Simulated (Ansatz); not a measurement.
# SiN2H4: ionisation energy by level of theory

Aim: the vertical ionisation energy of SiN2H4, as cation minus neutral at the neutral's geometry, on several levels, and how well −ε(HOMO) stands in for it.

Computed with Ansatz 0.2.0, Gaussian basis. Level: unrestricted cation, the program's frozen cores in correlated methods.

Plan: UKS PBE-D4/def2-TZVPP; UKS r2SCAN-D4/def2-TZVPP; UKS PBE0-D4/def2-TZVPP; UKS B3LYP-D4/def2-TZVPP; UKS wB97X-V/def2-TZVPP; UKS wB97M-V/def2-TZVPP; UKS B2PLYP/def2-TZVPP; UHF-CCSD(T)/def2-TZVPP; UHF-MP2/def2-QZVPP; extrapolation to the limit; then −ε(HOMO) from the neutral's earlier runs with LDA (SPW92), PBE-D4, revPBE-D4, BLYP-D4, r2SCAN-D4, B97M-V, PBE0-D4, B3LYP-D4, r2SCANh-D4, r2SCAN0-D4, HSE06-D4, BHLYP-D4, CAM-B3LYP-D4, LC-ωPBE, ωB97X-V, ωB97M-V.

1 further run of the same task is left out (it didn't finish).

## (1) The geometry

The geometry comes from an earlier relaxation with PBE0-D4 in a triple-zeta def2 set; it is a stationary point, not always the lowest conformer.

SMILES `N[Si]N`, 7 atoms, charge 0, spin multiplicity 1.

Atoms are counted from 1 here; the program's logs count them from 0.

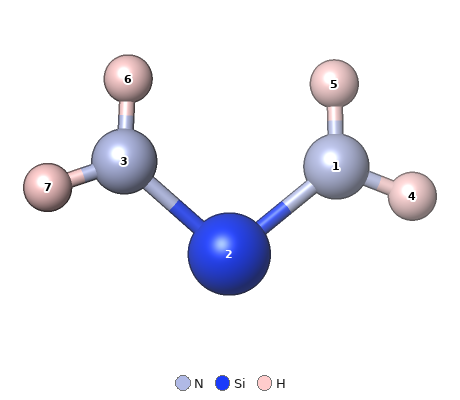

The structure; nitrogen light blue, silicon blue, hydrogen pink; atoms are numbered from 1 in the order of the file.

## (2) Cation, UKS PBE-D4/def2-TZVPP

in.yaml reads:

```yaml
crystal:
  periodic: [false, false, false]
  atoms:
    - {symbol: N, position_ang: [-1.218366, 0.317985, -0.353355]}
    - {symbol: Si, position_ang: [-0.179970, -1.046295, -0.427165]}
    - {symbol: N, position_ang: [1.224757, -0.398304, 0.315683]}
    - {symbol: H, position_ang: [-2.153868, 0.263686, -0.720632]}
    - {symbol: H, position_ang: [-1.015868, 1.229536, 0.029693]}
    - {symbol: H, position_ang: [1.357754, 0.533141, 0.680891]}
    - {symbol: H, position_ang: [2.046861, -0.967749, 0.429186]}
basis:
  gaussian: {orbitals: def2-TZVPP}
total_charge: 1
magnetization: {spin_polarized: true, initial_magnetization: 1}
hamiltonian: {xc: pbe, dispersion: d4}
```

Started as:

```sh
> ansatz run in.yaml --threads 4 --pin off --events-out ev --progress --plain --max-ram 10444MiB
```

What it wrote:

```text
Functional definition: PBE
  name "PBE"
  cite "Perdew, Burke & Ernzerhof, Phys. Rev. Lett. 77, 3865 (1996) doi:10.1103/PhysRevLett.77.3865"
  parent pbe
  parameter kappa = 0.804
  parameter beta = 0.06672455060314922
  exchange = pbe_x(kappa = kappa, mu = beta*pi^2/3)
  correlation = pbe_c(beta = beta)
834 factors; their error is unknown
mean field evaluation 1: about -10874.9109 eV, gradient 9.6e1 eV
mean field evaluation 2: about -10742.6747 eV, gradient 1.6e2 eV
mean field evaluation 4: about -10904.7168 eV, gradient 2.5e1 eV
mean field evaluation 8: about -10909.1210 eV, gradient 3.2e-1 eV
mean field evaluation 16: about -10909.1090 eV, gradient 2.2e-3 eV
mean field evaluation 32: about -10908.4012 eV, gradient 9.4e0 eV
mean field -10909.10902410 eV, -400.9023621760 hartree, gradient 1.1e-5 eV, S^2 0.755318; 4 other end points of the search recorded, 0 dependent functions left out
reference -10909.10905890 eV, -400.9023634550 hartree; 16, 15 occupied and 144, 145 virtual orbitals, 834 factors
Total energy: -10909.20495396 eV, -400.9058875335 hartree
```

It took 2.6 s on 4 threads of Arm Neoverse V1, shared host.

Less the neutral's -10917.7651 eV (earlier run), this gives 8.560 eV. ⟨S²⟩ = 0.755.

## (3) Cation, UKS r2SCAN-D4/def2-TZVPP

Changes to in.yaml since step 2:

```diff
@@ -14,2 +14,2 @@
 magnetization: {spin_polarized: true, initial_magnetization: 1}
-hamiltonian: {xc: pbe, dispersion: d4}
+hamiltonian: {xc: r2scan, dispersion: d4}
```

The command is unchanged.

What it wrote:

```text
Functional definition: r2SCAN
  name "r2SCAN"
  cite "Furness, Kaplan, Ning, Perdew & Sun, J. Phys. Chem. Lett. 11, 8208 (2020) doi:10.1021/acs.jpclett.0c02405"
  cite "Furness, Kaplan, Ning, Perdew & Sun, J. Phys. Chem. Lett. 11, 9248 (2020) doi:10.1021/acs.jpclett.0c03077"
  parent r2scan
  parameter k0 = 0.174
  parameter k1 = 0.065
  parameter a1 = 4.9479
  exchange = r2scan_x(k0 = k0, k1 = k1, a1 = a1)
  correlation = r2scan_c
834 factors; their error is unknown
mean field evaluation 1: about -10885.4731 eV, gradient 8.8e1 eV
mean field evaluation 2: about -10782.3320 eV, gradient 1.4e2 eV
mean field evaluation 4: about -10914.0707 eV, gradient 8.4e0 eV
mean field evaluation 8: about -10914.4266 eV, gradient 2.1e-1 eV
mean field evaluation 16: about -10914.4063 eV, gradient 4.0e-4 eV
mean field -10914.40629737 eV, -401.0970333781 hartree, gradient 1.3e-5 eV, S^2 0.758317; 1 other end points of the search recorded, 0 dependent functions left out
reference -10914.40630937 eV, -401.0970338190 hartree; 16, 15 occupied and 144, 145 virtual orbitals, 834 factors
Total energy: -10914.42770170 eV, -401.0978199728 hartree
```

It took 4 s on 4 threads of Arm Neoverse V1, shared host.

The neutral molecule at this level: -10922.9006 eV. Difference: 8.473 eV. ⟨S²⟩ = 0.758.

## (4) Cation, UKS PBE0-D4/def2-TZVPP

Changes to in.yaml since step 3:

```diff
@@ -14,2 +14,2 @@
 magnetization: {spin_polarized: true, initial_magnetization: 1}
-hamiltonian: {xc: r2scan, dispersion: d4}
+hamiltonian: {xc: pbe0, dispersion: d4}
```

The command is unchanged.

What it wrote:

```text
Functional definition: PBE0
  name "PBE0"
  cite "Adamo & Barone, J. Chem. Phys. 110, 6158 (1999) doi:10.1063/1.478522"
  cite "Perdew, Burke & Ernzerhof, Phys. Rev. Lett. 77, 3865 (1996) doi:10.1103/PhysRevLett.77.3865"
  parent pbe
  parameter a = 0.25
  parameter kappa = 0.804
  parameter beta = 0.06672455060314922
  exchange = (1 - a)*pbe_x(kappa = kappa, mu = beta*pi^2/3) + a*exact_x
  correlation = pbe_c(beta = beta)
837 factors; their error is unknown
mean field evaluation 1: about -10885.6789 eV, gradient 8.0e1 eV
mean field evaluation 2: about -10825.4134 eV, gradient 1.3e2 eV
mean field evaluation 4: about -10909.7540 eV, gradient 5.2e0 eV
mean field evaluation 8: about -10909.8807 eV, gradient 8.8e-2 eV
mean field evaluation 16: about -10909.9044 eV, gradient 8.5e-5 eV
mean field -10909.90440918 eV, -400.9315920385 hartree, gradient 2.6e-5 eV, S^2 0.754935; 2 other end points of the search recorded, 0 dependent functions left out
reference -10909.90443438 eV, -400.9315929647 hartree; 16, 15 occupied and 144, 145 virtual orbitals, 837 factors
Total energy: -10909.98372419 eV, -400.9345068114 hartree
```

Run time: 2.4 s. Hardware: 4 threads of Arm Neoverse V1, shared host.

Less the neutral's -10918.5970 eV (earlier run), this gives 8.613 eV. ⟨S²⟩ = 0.755.

## (5) Cation, UKS B3LYP-D4/def2-TZVPP

Changes to in.yaml since step 4:

```diff
@@ -14,2 +14,2 @@
 magnetization: {spin_polarized: true, initial_magnetization: 1}
-hamiltonian: {xc: pbe0, dispersion: d4}
+hamiltonian: {xc: {name: B3LYP}, dispersion: d4}
```

Same command.

What it wrote, shortened:

```text
Functional definition: B3LYP
  name "B3LYP"
  cite "Stephens, Devlin, Chabalowski & Frisch, J. Phys. Chem. 98, 11623 (1994) doi:10.1021/j100096a001"
  cite "Becke, Phys. Rev. A 38, 3098 (1988) doi:10.1103/PhysRevA.38.3098"
  cite "Lee, Yang & Parr, Phys. Rev. B 37, 785 (1988) doi:10.1103/PhysRevB.37.785"
  cite "Vosko, Wilk & Nusair, Can. J. Phys. 58, 1200 (1980) doi:10.1139/p80-159"
[...]
837 factors; their error is unknown
[...]
mean field -10917.33257347 eV, -401.2045720413 hartree, gradient 2.0e-5 eV, S^2 0.753267; 2 other end points of the search recorded, 0 dependent functions left out
reference -10917.33278253 eV, -401.2045797241 hartree; 16, 15 occupied and 144, 145 virtual orbitals, 837 factors
Total energy: -10917.48958631 eV, -401.2103421567 hartree
```

Wall time 2.8 s (4 threads of Arm Neoverse V1, shared host).

Less the neutral's -10926.2480 eV (earlier run), this gives 8.758 eV. ⟨S²⟩ = 0.753.

## (6) Cation, UKS wB97X-V/def2-TZVPP

Changes to in.yaml since step 5:

```diff
@@ -14,2 +14,2 @@
 magnetization: {spin_polarized: true, initial_magnetization: 1}
-hamiltonian: {xc: {name: B3LYP}, dispersion: d4}
+hamiltonian: {xc: {name: wB97X-V}}
```

Launched as before.

What it wrote, shortened:

```text
Functional definition: wB97X-V
  name "wB97X-V"
  cite "Mardirossian & Head-Gordon, Phys. Chem. Chem. Phys. 16, 9904 (2014) doi:10.1039/C3CP54374A"
  cite "Becke, J. Chem. Phys. 107, 8554 (1997) doi:10.1063/1.475007"
  cite "Vydrov & Van Voorhis, J. Chem. Phys. 133, 244103 (2010) doi:10.1063/1.3521275"
[...]
      + integral(e_c_pw_opposite_spin*poly(b97_u_opposite, cos0, cos1)) + vv10(b, c)
837 factors; their error is unknown
196 factors; integrals over basis functions are off by at most 1.1e-5 eV
[...]
mean field -10914.30606087 eV, -401.0933497548 hartree, gradient 3.5e-5 eV, S^2 0.752391; 2 other end points of the search recorded, 0 dependent functions left out
reference -10914.30605984 eV, -401.0933497168 hartree; 16, 15 occupied and 144, 145 virtual orbitals, 837 factors
Total energy: -10914.30605984 eV, -401.0933497168 hartree
```

It took 6.5 s on 4 threads of Arm Neoverse V1, shared host; peak memory 0.45 GiB.

The neutral molecule at this level: -10923.0313 eV. Difference: 8.725 eV. ⟨S²⟩ = 0.752.

## (7) Cation, UKS wB97M-V/def2-TZVPP

Changes to in.yaml since step 6:

```diff
@@ -14,2 +14,2 @@
 magnetization: {spin_polarized: true, initial_magnetization: 1}
-hamiltonian: {xc: {name: wB97X-V}}
+hamiltonian: {xc: {name: wB97M-V}}
```

The command is unchanged.

What it wrote, shortened:

```text
Functional definition: wB97M-V
  name "wB97M-V"
  cite "Mardirossian & Head-Gordon, J. Chem. Phys. 144, 214110 (2016) doi:10.1063/1.4952647"
  cite "Becke, J. Chem. Phys. 107, 8554 (1997) doi:10.1063/1.475007"
  cite "Vydrov & Van Voorhis, J. Chem. Phys. 133, 244103 (2010) doi:10.1063/1.3521275"
  # Of w^i u^j: cxij and so on, Table III.
[...]
  gx(w, u) = 1 - cx + cx01*u + cx10*w
  gss(w, u) = css00 + css04*u^4 + css10*w + css20*w^2 + css43*w^4*u^3
  gos(w, u) = cos00 + cos10*w + (cos20 + cos21*u)*w^2 + (cos60 + cos61*u)*w^6
[...]
      + integral(e_c_pw_mod_opposite_spin*gos(b97_w_opposite, b97_u_opposite)) + vv10(b, c)
837 factors; their error is unknown
196 factors; integrals over basis functions are off by at most 1.1e-5 eV
[...]
mean field -10914.96007952 eV, -401.1173844965 hartree, gradient 3.6e-5 eV, S^2 0.752245; 2 other end points of the search recorded, 0 dependent functions left out
reference -10914.96011855 eV, -401.1173859310 hartree; 16, 15 occupied and 144, 145 virtual orbitals, 837 factors
Total energy: -10914.96011855 eV, -401.1173859310 hartree
```

Run time: 9 s. Hardware: 4 threads of Arm Neoverse V1, shared host; peak memory 0.5 GiB.

The neutral molecule at this level: -10923.7324 eV. Difference: 8.772 eV. ⟨S²⟩ = 0.752.

## (8) Cation, UKS B2PLYP (frozen core)/def2-TZVPP

Changes to in.yaml since step 7:

```diff
@@ -14,2 +14,2 @@
 magnetization: {spin_polarized: true, initial_magnetization: 1}
-hamiltonian: {xc: {name: wB97M-V}}
+hamiltonian: {xc: {name: B2PLYP}}
```

Same command.

What it wrote, shortened:

```text
Functional definition: B2PLYP
  name "B2PLYP"
  cite "Grimme, J. Chem. Phys. 124, 034108 (2006) doi:10.1063/1.2148954"
  cite "Becke, Phys. Rev. A 38, 3098 (1988) doi:10.1103/PhysRevA.38.3098"
  cite "Lee, Yang & Parr, Phys. Rev. B 37, 785 (1988) doi:10.1103/PhysRevB.37.785"
[...]
938 factors; integrals over basis functions are off by at most 1.1e-3 eV
[...]
mean field -10906.63687479 eV, -400.8115123645 hartree, gradient 8.6e-6 eV, S^2 0.754086; 4 other end points of the search recorded, 0 dependent functions left out
7 core orbitals not correlated: weight in the atoms' cores, before any rotation towards them, 1.000 or more for the frozen orbitals, at most 0.000 for the correlated occupied ones
reference -10906.63700461 eV, -400.8115171355 hartree; 9, 8 occupied and 144, 145 virtual orbitals, 938 factors
second order -16.70502806 eV of doubles, -0.00000000 eV of singles
Total energy: -10911.14736219 eV, -400.9772697192 hartree
```

Run time: 6.5 s. Hardware: 4 threads of Arm Neoverse V1, shared host; peak memory 0.46 GiB.

Less the neutral's -10919.7802 eV (earlier run), this gives 8.633 eV. ⟨S²⟩ = 0.754.

## (9) Cation, UHF-CCSD(T)/def2-TZVPP

Changes to in.yaml since step 8:

```diff
@@ -14,2 +14,3 @@
 magnetization: {spin_polarized: true, initial_magnetization: 1}
-hamiltonian: {xc: {name: B2PLYP}}
+correlation: {method: ccsd_t}
+scf: {omitted_lower_state_checks: [cluster_reference]}
```

The command is unchanged.

What it wrote, shortened:

```text
Functional definition: HF
  name "HF"
  cite "Fock, Z. Phys. 61, 126 (1930) doi:10.1007/BF01340294"
  parent pbe
[...]
938 factors; integrals over basis functions are off by at most 1.1e-3 eV
[...]
mean field -10883.89231493 eV, -399.9756652066 hartree, gradient 5.6e-6 eV, S^2 0.755777; 2 other end points of the search recorded, 0 dependent functions left out
7 core orbitals not correlated: weight in the atoms' cores, before any rotation towards them, 1.000 or more for the frozen orbitals, at most 0.000 for the correlated occupied ones
reference -10883.89231493 eV, -399.9756652066 hartree; 9, 8 occupied and 144, 145 virtual orbitals, 938 factors
second order -13.67679268 eV of doubles, -0.00000000 eV of singles
cycle   1  -13.83161869 eV  change   -1.5e-1 eV  update   8.2e-2
[...]
cycle  10  -14.23415489 eV  change    1.1e-5 eV  update   2.1e-5
perturbative correction -0.58843504 eV, -0.0216245889 hartree
Total energy: -10898.71490486 eV, -400.5203853393 hartree
Checks for a lower state left out: cluster_reference
```

Run time: 34 s. Hardware: 4 threads of Arm Neoverse V1, shared host; peak memory 2.7 GiB.

The neutral molecule at this level: -10907.4314 eV. Difference: 8.717 eV. ⟨S²⟩ = 0.756. T1 = 0.017 (report).

## (10) Cation, UHF-MP2/def2-QZVPP

Changes to in.yaml since step 9:

```diff
@@ -11,6 +11,6 @@
 basis:
-  gaussian: {orbitals: def2-TZVPP}
+  gaussian: {orbitals: "def2-QZVPP.json"}
 total_charge: 1
 magnetization: {spin_polarized: true, initial_magnetization: 1}
-correlation: {method: ccsd_t}
+correlation: {method: mp2}
 scf: {omitted_lower_state_checks: [cluster_reference]}
```

Launched as before.

What it wrote, shortened:

```text
Functional definition: HF
  name "HF"
  cite "Fock, Z. Phys. 61, 126 (1930) doi:10.1007/BF01340294"
  parent pbe
[...]
1802 factors; integrals over basis functions are off by at most 8.1e-4 eV
[...]
mean field -10884.27535474 eV, -399.9897416597 hartree, gradient 7.4e-6 eV, S^2 0.755804; 2 other end points of the search recorded, 0 dependent functions left out
7 core orbitals not correlated: weight in the atoms' cores, before any rotation towards them, 1.000 or more for the frozen orbitals, at most 0.000 for the correlated occupied ones
reference -10884.27535474 eV, -399.9897416597 hartree; 9, 8 occupied and 288, 289 virtual orbitals, 1802 factors
second order -14.67417967 eV of doubles, -0.00000000 eV of singles
Total energy: -10898.94953440 eV, -400.5290078159 hartree
Checks for a lower state left out: cluster_reference
```

Wall time 20 s (4 threads of Arm Neoverse V1, shared host); peak memory 1 GiB.

Less the neutral's -10907.5997 eV (earlier run), this gives 8.650 eV. ⟨S²⟩ = 0.756.

## (11) Extrapolating to the complete basis

No new run: Hartree-Fock is extrapolated as exp(−7.88√X) and correlation as X^−2.97, with X = 3 and 4; only MP2 was run in the larger set, so CCSD(T) minus MP2 is added from the smaller one.

```
  level  energy at the limit (eV)
     HF               -10884.3281
    MP2               -10899.7411
   CCSD               -10900.2985
CCSD(T)               -10900.8869
```

The neutral's limit, from its own earlier runs, is -10909.7574 eV in the additive form (MP2 limit plus CCSD(T) minus MP2 in triple zeta), in which the cation has -10900.8869 eV.

## (12) Ionisation energies side by side

Differences are taken before rounding.

```
            method  ionisation energy (eV)  from CCSD(T)/CBS (eV)   time
            PBE-D4                    8.56                  -0.31  3.5 s
         r2SCAN-D4                    8.47                  -0.40  5.7 s
           PBE0-D4                    8.61                  -0.26  3.3 s
          B3LYP-D4                    8.76                  -0.11  4.1 s
           ωB97X-V                    8.73                  -0.15  9.3 s
           ωB97M-V                    8.77                  -0.10   13 s
            B2PLYP                    8.63                  -0.24    8 s
     HF/def2-TZVPP                    7.69                  -1.18       
    MP2/def2-TZVPP                    8.55                  -0.32       
   CCSD/def2-TZVPP                    8.70                  -0.17       
CCSD(T)/def2-TZVPP                    8.72                  -0.15   43 s
       CCSD(T)/CBS                    8.87                      0   67 s
```

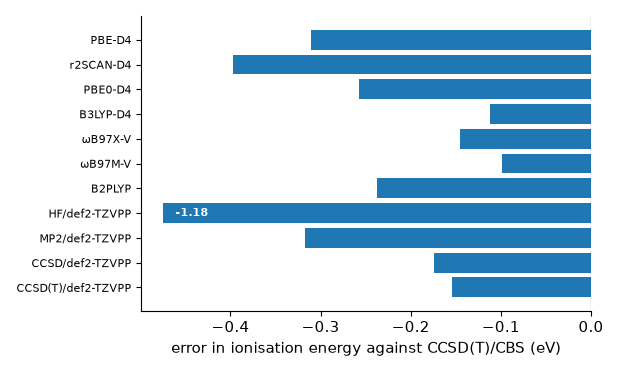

How far each level lands from CCSD(T)/CBS. Bars with a number in them are cut short.

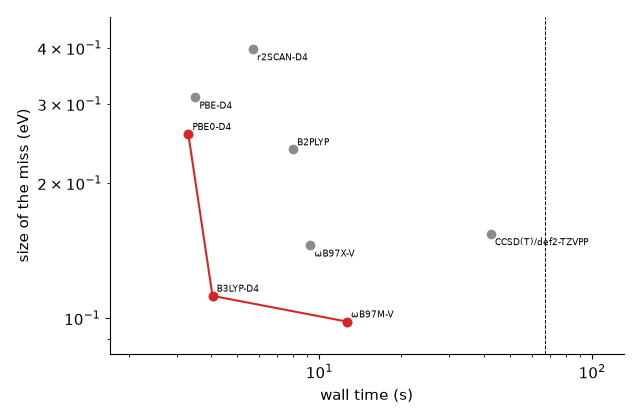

Miss against cost. Red marks the levels that no quicker level drawn beats (of those quicker than the yardstick), and the dashed line is the time of CCSD(T)/CBS. Times are from a shared host.

Times add the cation's run and the neutral's; HF, MP2 and CCSD come out of the CCSD(T) runs.

For comparison, −ε(HOMO) of the neutral from earlier runs:

```
  functional  −ε(HOMO) (eV)  by energy difference (eV)
 LDA (SPW92)           5.33                           
      PBE-D4           5.25                       8.56
   revPBE-D4           5.22                           
     BLYP-D4           5.15                           
   r2SCAN-D4           5.44                       8.47
      B97M-V           5.53                           
     PBE0-D4           6.34                       8.61
    B3LYP-D4           6.17                       8.76
  r2SCANh-D4           5.85                           
  r2SCAN0-D4           6.46                           
    HSE06-D4           5.94                           
    BHLYP-D4           7.33                           
CAM-B3LYP-D4           7.65                           
     LC-ωPBE           8.94                           
     ωB97X-V           8.63                       8.73
     ωB97M-V           8.47                       8.77
```

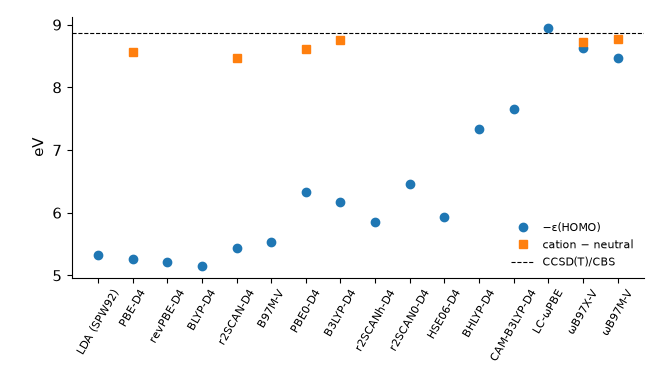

Orbital estimates and energy differences by functional.

## (13) Outcome

| quantity | value |
| --- | --- |
| ionisation energy, CCSD(T)/CBS | 8.87 eV |
| nearest functional by difference | ωB97M-V (-0.10 eV) |
| nearest −ε(HOMO) | LC-ωPBE (+0.07 eV) |
| −ε(HOMO) of PBE | 5.25 eV |
| T1 of the cation | 0.017 |

**Reading.** Energy differences with functionals land within 0.40 eV of the reference. The PBE orbital energy is 3.6 eV too small: a semilocal HOMO is no ionisation energy. Among orbital estimates LC-ωPBE comes nearest. Hartree-Fock falls 1.18 eV short, as the neutral has more correlation energy than the cation.

For cost: ωB97M-V gets within 0.10 eV in 13 s, where CCSD(T)/CBS took 67 s; the quickest level in the cost chart, PBE0-D4, takes 3.3 s and misses by 0.26 eV.
